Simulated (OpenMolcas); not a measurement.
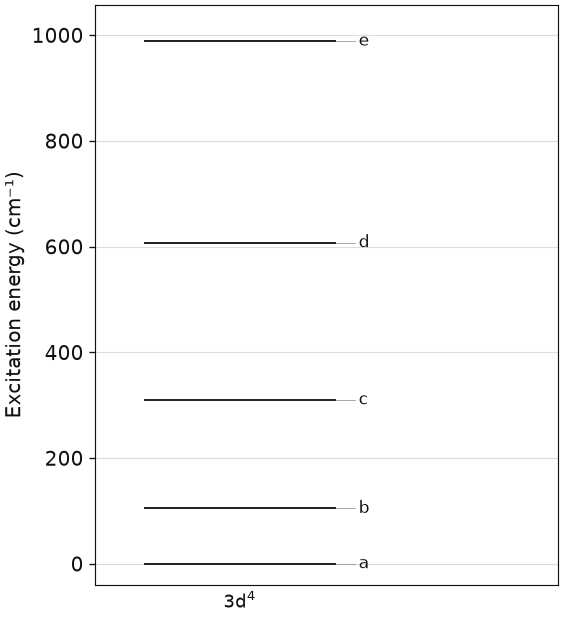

Fig. 1: The lowest computed levels of Mn³⁺, 5 of them lettered. a: 3d⁴ ⁵D₀ at 0; b: 3d⁴ ⁵D₁ at 105 cm⁻¹; c: 3d⁴ ⁵D₂ at 310 cm⁻¹; d: 3d⁴ ⁵D₃ at 608 cm⁻¹; e: 3d⁴ ⁵D₄ at 989 cm⁻¹.

# Run report: Mn³⁺, multiconfigurational calculation (part 1 of 2)

- system: Mn³⁺.
- method: state-averaged CASSCF, active space 4 electrons in the shell 3d, basis ANO-L-VTZP, non-relativistic scalar Hamiltonian, spin-orbit coupling by RASSI with atomic mean-field integrals (OpenMolcas)

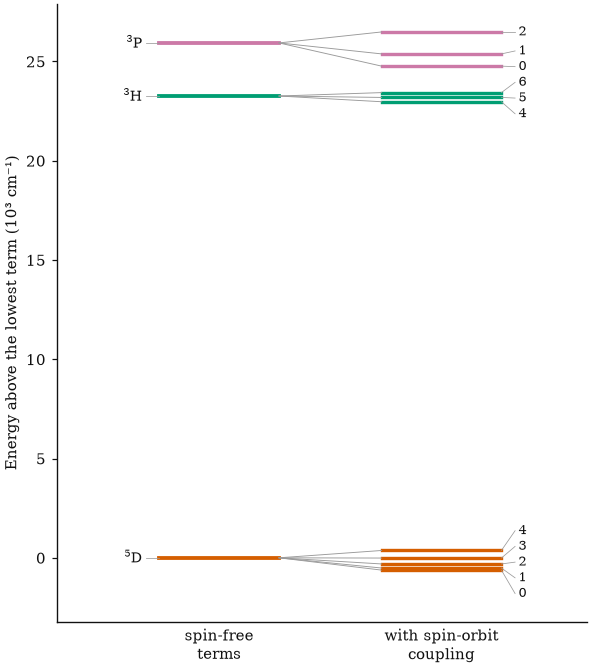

Fig. 2: Terms of Mn³⁺ without and with spin-orbit coupling; numbers at the right are J. ⁵D (at 0) splits over 989 cm⁻¹ into J = 0, 1, 2, 3, 4 from the bottom up (normal); ³H (at 23,300 cm⁻¹) splits over 460 cm⁻¹ into J = 4, 5, 6 from the bottom up (normal); ³P (at 25,900 cm⁻¹) splits over 1,720 cm⁻¹ into J = 0, 1, 2 from the bottom up (normal). The ground level lies 619 cm⁻¹ below the lowest term.

These pictures come from the run below.

## Input file
```
&GATEWAY
Coord
1

Mn 0.0 0.0 0.0
Basis=ANO-L-VTZP
Group=XYZ
NoMove
AngMom=0.0 0.0 0.0
AMFI
&SEWARD
&RASSCF
FileOrb=start.orb
Symmetry=1
Spin=5
nActEl=4 0 0
Inactive=3 6
Ras2=5 0
CIRoot=5 5 1
SDav=5
CIMx=300
Iter=120 100
PrWF=0.3
OrbListing=Nothing
MaxOrb=0
Atom
>>> COPY $Project.JobIph JOB001
&RASSCF
FileOrb=start.orb
Symmetry=1
Spin=3
nActEl=4 0 0
Inactive=3 6
Ras2=5 0
CIRoot=45 45 1
SDav=45
CIMx=300
Iter=120 100
PrWF=0.3
OrbListing=Nothing
MaxOrb=0
Atom
>>> COPY $Project.JobIph JOB002
&RASSCF
FileOrb=start.orb
Symmetry=1
Spin=1
nActEl=4 0 0
Inactive=3 6
Ras2=5 0
CIRoot=50 50 1
SDav=50
CIMx=300
Iter=120 100
PrWF=0.3
OrbListing=Nothing
MaxOrb=0
Atom
>>> COPY $Project.JobIph JOB003
&RASSI
NrOfJobIphs=3 5 45 50
1 2 3 4 5
1 2 3 4 5 6 7 8 9 10 11 12 13 14 15 16 17 18 19 20 21 22 23 24 25 26 27
28 29 30 31 32 33 34 35 36 37 38 39 40 41 42 43 44 45
1 2 3 4 5 6 7 8 9 10 11 12 13 14 15 16 17 18 19 20 21 22 23 24 25 26 27
28 29 30 31 32 33 34 35 36 37 38 39 40 41 42 43 44 45 46 47 48 49 50
IphNames
JOB001
JOB002
JOB003
EJob
SpinOrbit
DIPRint=1.0
SOCoupling=1000.0
Subsets=2
MEES
Property=10
'ANGMOM' 1 'ANGMOM' 2 'ANGMOM' 3 'MLTPL  1' 1 'MLTPL  1' 2 'MLTPL  1' 3
'AMFI' 1 'AMFI' 2 'AMFI' 3 'MLTPL  2' 6
SOProperty=3
'ANGMOM' 1 'ANGMOM' 2 'ANGMOM' 3
```

The file start.orb holds starting orbitals from an earlier step. A driver script formed the levels outside the program, from RASSI's spin-orbit matrix and the active-space energies, averaged over the components of each term or state.

## Output (extracts)
```
--- SEWARD ---
Basis set label: MN.ANO-L...6S5P3D2F1G.

      Electronic valence basis set:
      ------------------
      Associated Effective Charge  25.000000 au
      Associated Actual Charge     25.000000 au
      Nuclear Model: Point charge

      Shell  nPrim  nBasis  Cartesian Spherical Contaminant
         s      21       6        X
         p      15       5        X
         d      10       3                 X
         f       6       2                 X
         g       4       1                 X
                  Atomic mean-field integrals
--- RASSCF ---
Wave function specifications:
      -----------------------------

      Number of closed shell electrons          18
      Number of electrons in active shells       4
      Max number of holes in RAS1 space          0
      Max nr of electrons in RAS3 space          0
      Number of inactive orbitals                9
      Number of active orbitals                  5
      Number of secondary orbitals              45
      Spin quantum number                      2.0
      State symmetry                             1
Orbital specifications:
      -----------------------

      Symmetry species                           1   2
                                                ag  au
      Frozen orbitals                            0   0
      Inactive orbitals                          3   6
      Active orbitals                            5   0
      RAS1 orbitals                              0   0
      RAS2 orbitals                              5   0
      RAS3 orbitals                              0   0
      Secondary orbitals                        22  23
      Deleted orbitals                           0   0
      Number of basis functions                 30  29
      Number of CSFs                             5
      Number of root(s) required                 5
      Iter CI   SX   CI       RASSCF       Energy    max ROT     max BLB   max BLB  Level Ln srch  Step   QN
          iter iter root      energy       change     param      element    value   shift minimum  type update
 Nr of preliminary CI iterations:   1
      Total energies have been shifted. Add                -1000.00 au
        1   1    7    0  -147.62653272    0.00E+00   1.97E-01*   6  12 2 -2.73E-01*  0.00   0.00    SX    NO
        2   1    7    0  -147.86807462   -2.42E-01*  4.03E-02    3  11 1 -1.83E-01*  0.00   0.00    SX    NO
        3   1    7    0  -147.88792927   -1.99E-02* -3.19E-02    3  11 1  6.81E-02*  0.00   0.00    SX    NO
        4   1    7    0  -147.89382568   -5.90E-03* -1.94E-02    3  11 1 -4.33E-02*  0.00   0.00    SX    NO
        5   1    6    0  -147.89550953   -1.68E-03* -7.49E-03    3  11 1  2.35E-02*  0.00   0.63    QN   YES
        6   1    5    0  -147.89642767   -9.18E-04* -3.30E-04    3  11 1  9.81E-04*  0.00   1.05    QN   YES
        7   1    4    0  -147.89643008   -2.40E-06* -3.20E-05    3  11 1 -7.22E-05   0.00   0.99    QN   YES
        8   1    4    0  -147.89643008   -6.25E-09   7.42E-06    5  18 1 -9.03E-06   0.00   0.83    QN   YES
      Convergence after  8 iterations
        9   1    4    0  -147.89643008   -5.46E-10   7.42E-06    3  10 1  9.07E-07   0.00   0.83    QN   YES
      Natural orbitals and occupation numbers for root  1
      sym 1:   1.000000  -0.000000   1.000000   1.000000   1.000000
      Natural orbitals and occupation numbers for root  2
      sym 1:  -0.000000   1.000000   1.000000   1.000000   1.000000
      Natural orbitals and occupation numbers for root  3
      sym 1:   1.000000   1.000000   0.000000   1.000000   1.000000
::    RASSCF root number  1 Total energy:  -1147.89643008
::    RASSCF root number  2 Total energy:  -1147.89643008
::    RASSCF root number  3 Total energy:  -1147.89643008
::    RASSCF root number  4 Total energy:  -1147.89643008
::    RASSCF root number  5 Total energy:  -1147.89643008
--- RASSCF ---
Wave function specifications:
      -----------------------------

      Number of closed shell electrons          18
      Number of electrons in active shells       4
      Max number of holes in RAS1 space          0
      Max nr of electrons in RAS3 space          0
      Number of inactive orbitals                9
      Number of active orbitals                  5
      Number of secondary orbitals              45
      Spin quantum number                      1.0
      State symmetry                             1
Orbital specifications:
      -----------------------

      Symmetry species                           1   2
                                                ag  au
      Frozen orbitals                            0   0
      Inactive orbitals                          3   6
      Active orbitals                            5   0
      RAS1 orbitals                              0   0
      RAS2 orbitals                              5   0
      RAS3 orbitals                              0   0
      Secondary orbitals                        22  23
      Deleted orbitals                           0   0
      Number of basis functions                 30  29
      Number of CSFs                            45
      Number of root(s) required                45
      Iter CI   SX   CI       RASSCF       Energy    max ROT     max BLB   max BLB  Level Ln srch  Step   QN
          iter iter root      energy       change     param      element    value   shift minimum  type update
 Nr of preliminary CI iterations:   1
      Total energies have been shifted. Add                -1000.00 au
        1   1    3    0  -147.73301753    0.00E+00  -1.34E-02    4  17 1  1.52E-02*  0.00   0.00    SX    NO
        2   1    6    0  -147.73387340   -8.56E-04* -5.75E-03    3  11 1  1.46E-02*  0.00   0.00    SX    NO
        3   1    6    0  -147.73402966   -1.56E-04* -3.52E-03    3  11 1 -6.28E-03*  0.00   0.00    SX    NO
        4   1    6    0  -147.73407860   -4.89E-05* -1.99E-03    3  11 1  4.11E-03*  0.00   0.00    SX    NO
        5   1    6    0  -147.73409552   -1.69E-05* -7.31E-04    3  11 1 -2.35E-03*  0.00   0.63    QN   YES
        6   1    4    0  -147.73410436   -8.85E-06* -3.63E-06    4  17 1  4.35E-06   0.00   1.00    QN   YES
        7   1    3    0  -147.73410436   -1.20E-10   3.88E-07    3  10 1 -1.03E-06   0.00   1.05    QN   YES
      Convergence after  7 iterations
        8   1    3    0  -147.73410436   -2.27E-12   3.88E-07    3  11 1  1.83E-07   0.00   1.05    QN   YES
      Natural orbitals and occupation numbers for root  1
      sym 1:   0.477213   1.105963   0.945301   0.787005   0.684518
      Natural orbitals and occupation numbers for root  2
      sym 1:   0.710456   0.752058   0.458885   1.007012   1.071588
      Natural orbitals and occupation numbers for root  3
      sym 1:   0.712620   0.521521   0.680132   1.130678   0.955049
::    RASSCF root number  1 Total energy:  -1147.79045487
::    RASSCF root number  2 Total energy:  -1147.79045487
::    RASSCF root number  3 Total energy:  -1147.79045487
::    RASSCF root number  4 Total energy:  -1147.79045487
::    RASSCF root number  5 Total energy:  -1147.79045487
::    RASSCF root number  6 Total energy:  -1147.79045487
::    RASSCF root number  7 Total energy:  -1147.79045487
::    RASSCF root number  8 Total energy:  -1147.79045487
::    RASSCF root number  9 Total energy:  -1147.79045487
::    RASSCF root number 10 Total energy:  -1147.79045487
::    RASSCF root number 11 Total energy:  -1147.79045487
::    RASSCF root number 12 Total energy:  -1147.77827104
::    RASSCF root number 13 Total energy:  -1147.77827104
::    RASSCF root number 14 Total energy:  -1147.77827104
::    RASSCF root number 15 Total energy:  -1147.77474175
::    RASSCF root number 16 Total energy:  -1147.77474175
::    RASSCF root number 17 Total energy:  -1147.77474175
::    RASSCF root number 18 Total energy:  -1147.77474175
::    RASSCF root number 19 Total energy:  -1147.77474175
::    RASSCF root number 20 Total energy:  -1147.77474175
::    RASSCF root number 21 Total energy:  -1147.77474175
::    RASSCF root number 22 Total energy:  -1147.76269178
::    RASSCF root number 23 Total energy:  -1147.76269178
::    RASSCF root number 24 Total energy:  -1147.76269178
::    RASSCF root number 25 Total energy:  -1147.76269178
::    RASSCF root number 26 Total energy:  -1147.76269178
::    RASSCF root number 27 Total energy:  -1147.76269178
::    RASSCF root number 28 Total energy:  -1147.76269178
::    RASSCF root number 29 Total energy:  -1147.76269178
::    RASSCF root number 30 Total energy:  -1147.76269178
--- RASSCF ---
Wave function specifications:
      -----------------------------

      Number of closed shell electrons          18
      Number of electrons in active shells       4
      Max number of holes in RAS1 space          0
      Max nr of electrons in RAS3 space          0
      Number of inactive orbitals                9
      Number of active orbitals                  5
      Number of secondary orbitals              45
      Spin quantum number                      0.0
      State symmetry                             1
Orbital specifications:
      -----------------------

      Symmetry species                           1   2
                                                ag  au
      Frozen orbitals                            0   0
      Inactive orbitals                          3   6
      Active orbitals                            5   0
      RAS1 orbitals                              0   0
      RAS2 orbitals                              5   0
      RAS3 orbitals                              0   0
      Secondary orbitals                        22  23
      Deleted orbitals                           0   0
      Number of basis functions                 30  29
      Number of CSFs                            50
      Number of root(s) required                50
      Iter CI   SX   CI       RASSCF       Energy    max ROT     max BLB   max BLB  Level Ln srch  Step   QN
          iter iter root      energy       change     param      element    value   shift minimum  type update
 Nr of preliminary CI iterations:   1
      Total energies have been shifted. Add                -1000.00 au
        1   1    3    0  -147.65348259    0.00E+00   6.60E-03    4  17 1  7.25E-03*  0.00   0.00    SX    NO
        2   1    6    0  -147.65369481   -2.12E-04*  2.70E-03    3  11 1  7.26E-03*  0.00   0.00    SX    NO
        3   1    6    0  -147.65373296   -3.81E-05*  1.63E-03    3  11 1 -3.15E-03*  0.00   0.00    SX    NO
        4   1    6    0  -147.65374506   -1.21E-05*  9.20E-04    3  11 1  2.07E-03*  0.00   0.00    SX    NO
        5   1    5    0  -147.65374924   -4.18E-06*  3.39E-04    3  11 1 -1.18E-03*  0.00   0.63    QN   YES
        6   1    3    0  -147.65375145   -2.21E-06* -1.42E-06    3  10 1 -2.51E-06   0.00   1.00    QN   YES
        7   1    3    0  -147.65375145   -1.98E-11   1.96E-07    3  10 1 -5.22E-07   0.00   1.12    QN   YES
      Convergence after  7 iterations
        8   1    3    0  -147.65375145   -1.36E-12   1.96E-07    4  17 1 -4.14E-08   0.00   1.12    QN   YES
      Natural orbitals and occupation numbers for root  1
      sym 1:   0.885259   0.129176   0.896215   1.023385   1.065966
      Natural orbitals and occupation numbers for root  2
      sym 1:   0.587146   1.065011   1.148152   0.811524   0.388168
      Natural orbitals and occupation numbers for root  3
      sym 1:   0.691887   0.793272   1.133643   1.046176   0.335023
::    RASSCF root number  1 Total energy:  -1147.73773170
::    RASSCF root number  2 Total energy:  -1147.73773170
::    RASSCF root number  3 Total energy:  -1147.73773170
::    RASSCF root number  4 Total energy:  -1147.73773170
::    RASSCF root number  5 Total energy:  -1147.73773170
::    RASSCF root number  6 Total energy:  -1147.73773170
::    RASSCF root number  7 Total energy:  -1147.73773170
::    RASSCF root number  8 Total energy:  -1147.73773170
::    RASSCF root number  9 Total energy:  -1147.73773170
::    RASSCF root number 10 Total energy:  -1147.73773170
::    RASSCF root number 11 Total energy:  -1147.73773170
::    RASSCF root number 12 Total energy:  -1147.73773170
::    RASSCF root number 13 Total energy:  -1147.73773170
::    RASSCF root number 14 Total energy:  -1147.72920348
::    RASSCF root number 15 Total energy:  -1147.72920348
::    RASSCF root number 16 Total energy:  -1147.72920348
::    RASSCF root number 17 Total energy:  -1147.72920348
::    RASSCF root number 18 Total energy:  -1147.72920348
::    RASSCF root number 19 Total energy:  -1147.72920348
::    RASSCF root number 20 Total energy:  -1147.72920348
::    RASSCF root number 21 Total energy:  -1147.72920348
::    RASSCF root number 22 Total energy:  -1147.72920348
::    RASSCF root number 23 Total energy:  -1147.70171657
::    RASSCF root number 24 Total energy:  -1147.68787853
::    RASSCF root number 25 Total energy:  -1147.68787853
::    RASSCF root number 26 Total energy:  -1147.68787853
::    RASSCF root number 27 Total energy:  -1147.68787853
::    RASSCF root number 28 Total energy:  -1147.68787853
::    RASSCF root number 29 Total energy:  -1147.65496789
::    RASSCF root number 30 Total energy:  -1147.65496789
```

(Continued in part 2.) Outcome of the run: converged.
